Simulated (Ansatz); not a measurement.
# BClH2O···NH3: what the fields show

Input file:

```
crystal:
  periodic: [false, false, false]
  atoms:
    - { symbol: B, position_ang: [0.0, 0.0, 0.0] }
    - { symbol: "N", position_ang: [0.0, 0.0, 1.9] }
    - { symbol: H, position_ang: [-0.877, -0.2713, 2.43] }
    - { symbol: H, position_ang: [0.877, 0.2713, 2.43] }
    - { symbol: O, position_ang: [1.2211, 0.0, -0.705] }
    - { symbol: H, position_ang: [1.5209, -0.9519, -0.8599] }
    - { symbol: Cl, position_ang: [-1.6108, 0.0, -0.93] }
    - { symbol: H, position_ang: [-0.4335, 1.3459, 0.4698] }
    - { symbol: H, position_ang: [-0.3569, 1.1079, 1.3606] }
basis:
  gaussian: { orbitals: "6-31G*" }
hamiltonian:
  xc: hf
relax:
  f_tol: 0.15
  max_steps: 25
  restrain:
    - { distance: [0, 7], at: 1.19, k: 30.0 }
    - { distance: [8, 1], at: 1.06, k: 30.0 }
    - { distance: [0, 1], at: 2.75, k: 30.0 }
    - { distance: [8, 7], at: 1.86, k: 30.0 }
output:
  orbitals: {}
```

Command:

```sh
ansatz run input.yaml --threads 1 --pin off --max-ram 2048MiB --backend cpu --events-out ev --progress --plain --runs-dir out
```

The fields are those of the run's last geometry, not of the input's.

Not at a stationary point (largest force 1.4 eV/Å).

Computed with RHF/6-31G* in Ansatz 0.2.0.

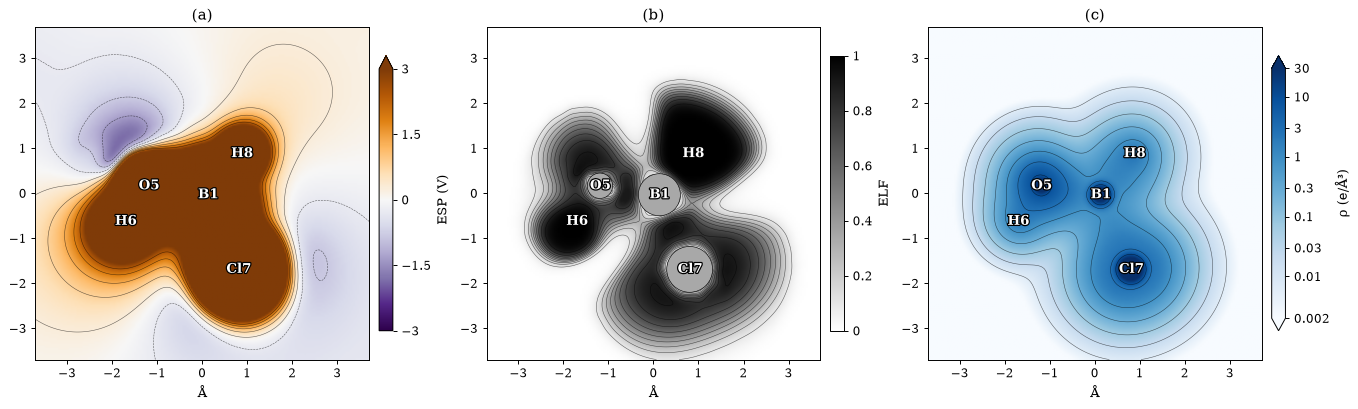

Figure 1. (a) electrostatic potential; (b) electron localisation function; (c) total electron density on the plane of atoms O5, B1 and Cl7. Grey discs cover the atomic cores in the ELF map.

Question: What do the fields say about this system?

Answer:
- The plane passes through B, O, H and Cl nuclei.
- B–O (1.33 Å): ρ is about 2.3 e/Å³ halfway; the ELF peaks at about 0.90 between the atoms; a polar covalent bond.
- B–Cl (1.79 Å): the density is about 1.3 e/Å³ at the midpoint; the ELF peaks at about 0.95 between the atoms (a polar covalent bond).
- O–H (0.95 Å): the density is about 3.8 e/Å³ at the midpoint; the ELF climbs to about 1 towards the hydrogen, as it does in any bond to H: an ordinary covalent bond to hydrogen.
- B–H (1.18 Å): the density is about 1.3 e/Å³ at the midpoint; the ELF climbs to about 1 towards the hydrogen (an ordinary covalent bond to hydrogen).
- The ELF also peaks beside Cl7 and O5, away from the bonds: lone-pair regions.
- Outside the dense part of the complex the potential is most negative (−1.8 V) near O5.

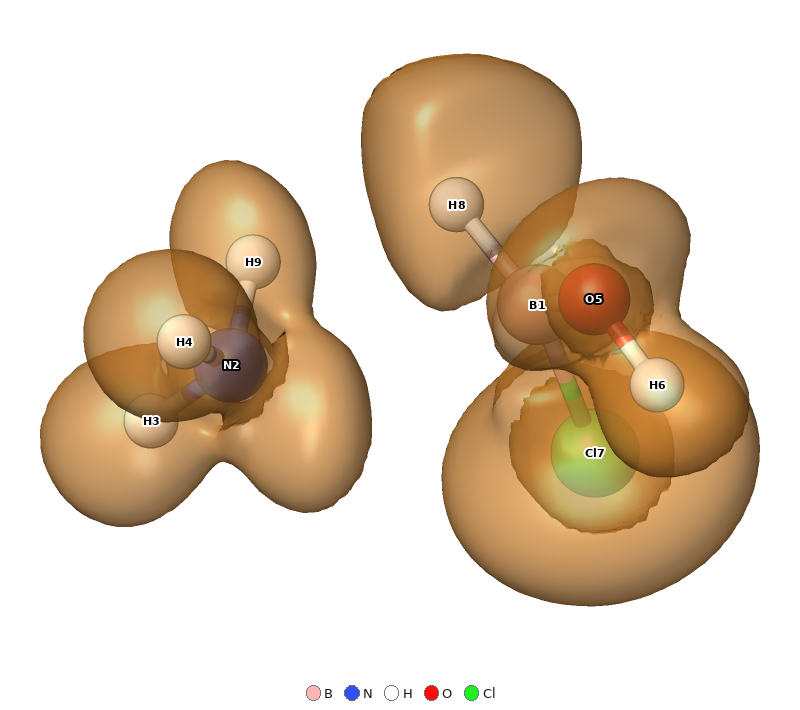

Figure 2. Isosurface of the electron localisation function at 0.75 (orange), seen from one side. Core shells and regions of very low density are left out.

Question: What do the ELF domains correspond to?

Answer: At this value the surface marks out one region around a hydrogen nucleus, one region on Cl in which the atom's valence shell and bonds are merged, one joined region spread over several atoms (H, N), in which their bonds and any lone pairs are merged and one joined region spread over several atoms (H, O), in which their bonds and any lone pairs are merged.


B1···N2 (2.75 Å): the ELF is about 0.10 at the midpoint.

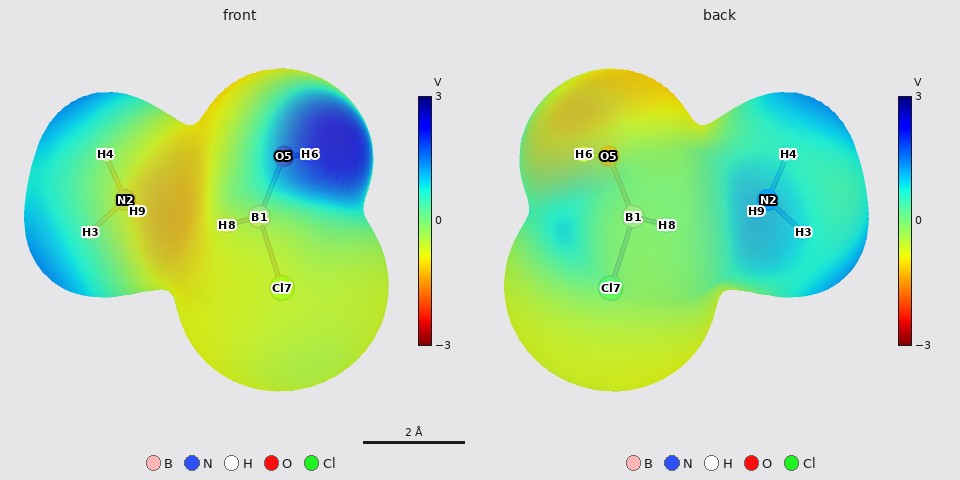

Figure 3. The molecular electrostatic potential painted on the density surface at 0.001 e/bohr³, seen from the front and from behind; red is negative and blue positive.

Question: Where is the surface potential most negative and most positive?

Answer: The most negative region (about −1.4 V) lies over N2, the most positive (about +2.3 V) over H6. N2 is the likeliest acceptor of a hydrogen bond.

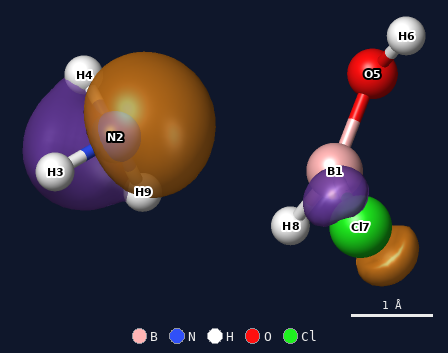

Figure 4. The HOMO at ±0.2 Å⁻³ᐟ² (orange and purple are the two phases), seen at a tilt.

Question: Describe this orbital and give its energy.

Answer: Its weight (Hirshfeld) is mainly on N2 (about 70 %) and Cl7 (about 10 %); largely a lone pair of N2. Its energy is −11.68 eV.
